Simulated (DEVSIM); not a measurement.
System: abrupt Si n-p junction, at 400 K.

```tsv
layer (left to right)	material	thickness (μm)	Nd (cm⁻³)	Na (cm⁻³)	τn (s)	τp (s)
1	Si	0.280	4.1e18	-	4.6e-5	4.6e-5
2	Si	260	-	2.9e15	4.6e-5	4.6e-5
```

Left contact: ohmic. Right contact: ohmic. Voltage is applied to the left contact. Recombination: SRH at mid-gap, radiative. Mobility is μmin + (μ − μmin)/(1 + (N/Nref)^α).

Constants are typed, rounded textbook-type inputs, not results; the design itself was drawn at random and stands for no fabricated device. Values at 300 K; Nc and Nv go as T^1.5, mobilities as T to minus their exponent, the gap by Varshni's rule with the affinity fixed.

```csv
parameter,Si
gap (eV),1.124
affinity (eV),4.05
permittivity,11.7
Nc (cm⁻³),2.86e19
Nv (cm⁻³),3.1e19
μn (cm²/Vs),1417
μp (cm²/Vs),470
"μn,min",52
"μp,min",45
"Nref,n",9.7e16
"Nref,p",2.2e17
αn,0.68
αp,0.72
T exponent of μn,2.3
T exponent of μp,2.2
B (cm³/s),4.7e-15
Varshni α (eV/K),0.000473
Varshni β (K),636
```

DEVSIM, 1D drift-diffusion, Boltzmann statistics, complete ionisation; no tunnelling, impact ionisation, image-force lowering or self-heating.

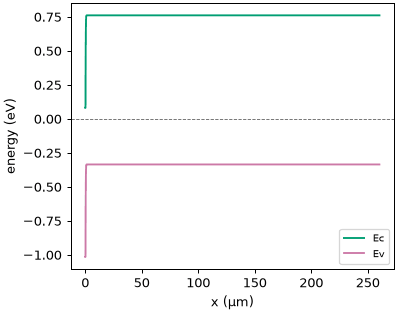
*Band edges at zero bias*

Energies count from the Fermi level of the right contact; mesh points crowd at the junctions.

```tsv
x (μm)	Ec (eV)	Ev (eV)	n (cm⁻³)	p (cm⁻³)	field (V/cm)
0.000	0.082	-1.015	4.1e18	7900000	≈ 0
0.03414	0.082	-1.015	4.1e18	7900000	≈ 0
0.1082	0.082	-1.015	4.1e18	7900000	≈ 0
0.2104	0.082	-1.015	4.1e18	7900000	≈ 0
0.2732	0.084	-1.012	3.8e18	8400000	10000
0.3021	0.237	-0.860	4.6e16	7.0e8	30000
0.3739	0.389	-0.708	5.6e14	5.8e10	18000
0.6739	0.713	-0.384	4.6e10	7.0e14	4600
1.325	0.762	-0.335	1.1e10	2.9e15	≈ 0
2.988	0.762	-0.335	1.1e10	2.9e15	≈ 0
7.240	0.762	-0.335	1.1e10	2.9e15	≈ 0
24.02	0.762	-0.335	1.1e10	2.9e15	≈ 0
61.01	0.762	-0.335	1.1e10	2.9e15	≈ 0
149.9	0.762	-0.335	1.1e10	2.9e15	≈ 0
229.1	0.762	-0.335	1.1e10	2.9e15	≈ 0
248.1	0.762	-0.335	1.1e10	2.9e15	≈ 0
255.5	0.762	-0.335	1.1e10	2.9e15	≈ 0
258.4	0.762	-0.335	1.1e10	2.9e15	≈ 0
259.8	0.762	-0.335	1.1e10	2.9e15	≈ 0
260.1	0.762	-0.335	1.1e10	2.9e15	≈ 0
260.2	0.762	-0.335	1.1e10	2.9e15	≈ 0
260.3	0.762	-0.335	1.1e10	2.9e15	≈ 0
```
